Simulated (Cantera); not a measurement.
Feed: 1 mol PbO, 2.9 mol CH4, 0.46 mol CO, held at 32.0 Pa.

Cantera equilibrium calculation (NASA polynomials, part measured and part estimated; ideal gas, pure solids and liquids). Candidate condensed phases: C, C6H6, C7H8, C8H18, H2O, Pb, PbO, PbO2, Pb3O4; 113 gas species. Equilibrium is a limit: real reactors are often held back by kinetics, nucleation or transport.

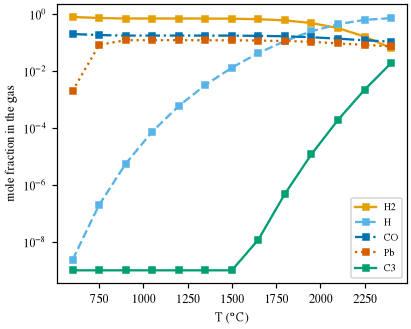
Fig. 1. Equilibrium gas composition (values under 1e-9 drawn at 1e-9)

Q: Read off the mole fractions at 2250 °C.

A: H about 0.63, H2 about 0.16, CO about 0.12, Pb about 0.083, C3 about 0.0022.
